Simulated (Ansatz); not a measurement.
# ZrO2 (tetragonal-ZrO2 type, space group P4_2/nmc): energy over volume and axial ratio

ZrO₂ (tetragonal-ZrO2 type, space group P4_2/nmc)

```cif
data_O4Zr2
_chemical_formula_sum 'Zr2 O4'
_space_group_name_H-M_alt 'P42/nmc :1'
_space_group_IT_number 137
_space_group_name_Hall 'P 4n 2n -1n'
_cell_length_a 3.58446
_cell_length_b 3.58446
_cell_length_c 5.17872
_cell_angle_alpha 90.000
_cell_angle_beta 90.000
_cell_angle_gamma 90.000
loop_
_space_group_symop_operation_xyz
  'x, y, z'
  '-y+1/2, x+1/2, z+1/2'
  '-x, -y, z'
  'y+1/2, -x+1/2, z+1/2'
  'x+1/2, -y+1/2, -z+1/2'
  '-y, -x, -z'
  '-x+1/2, y+1/2, -z+1/2'
  'y, x, -z'
  '-x+1/2, -y+1/2, -z+1/2'
  'y, -x, -z'
  'x+1/2, y+1/2, -z+1/2'
  '-y, x, -z'
  '-x, y, z'
  'y+1/2, x+1/2, z+1/2'
  'x, -y, z'
  '-y+1/2, -x+1/2, z+1/2'
loop_
_atom_site_label
_atom_site_type_symbol
_atom_site_symmetry_multiplicity
_atom_site_Wyckoff_symbol
_atom_site_fract_x
_atom_site_fract_y
_atom_site_fract_z
_atom_site_occupancy
Zr1 Zr 2 a 0.00000 0.00000 0.00000 1
O1 O 4 d 0.00000 0.50000 0.20116 1
```

The relaxed cell is deformed in two ways at once: its volume V is scaled, and at that volume it is stretched along z (the c axis of the conventional cell) so that c/a changes. Fractional atomic positions are held.

Method: PBEsol (plane waves to 420 eV, PAW, scalar-relativistic; Ansatz, an electronic-structure program). k mesh 9×9×7 (Γ-centred), Fermi-Dirac smearing 0.05 eV. The energy includes the smearing's −TS. Stress and pressure are positive under compression. As the atoms are clamped, bonds stretch with the cell, which overstates energies and stresses. The PAW data are Ansatz's earlier set. This is a high-temperature form of ZrO2. ZrO2 is run without spin polarisation. ZrO2 was relaxed with its symmetry unable to fall. ΔE is measured from the relaxed starting cell.

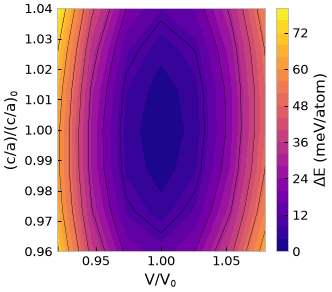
Figure. ΔE (meV/atom) over the 7×7 grid of computed points.

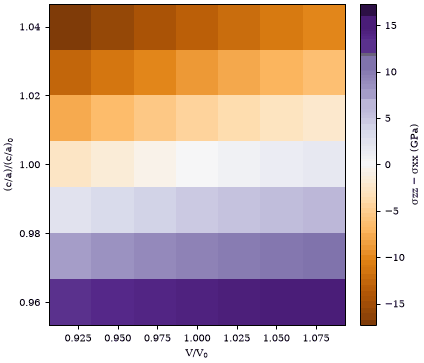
Fig. 1. σzz − σxx (GPa) over the 7×7 grid of computed points.

The modulus against c/a change at fixed volume, (3/4V)·∂²E/∂(ln c/a)² (fit, atoms clamped) is 172 GPa, an upper bound as the atoms could relax. Lowest place on the grid: V/V₀ = 1.000, (c/a)/(c/a)₀ = 1.000 (0.0 meV/atom). Highest place on the grid: V/V₀ = 0.920, (c/a)/(c/a)₀ = 1.040 (79.8 meV/atom).

Near the relaxed cell σzz − σxx = −2Cδ (compression positive), C being this modulus and δ the logarithm of the ratio.

(Under strain, the slope of the energy per volume gives the stress and its curvature an elastic modulus.)
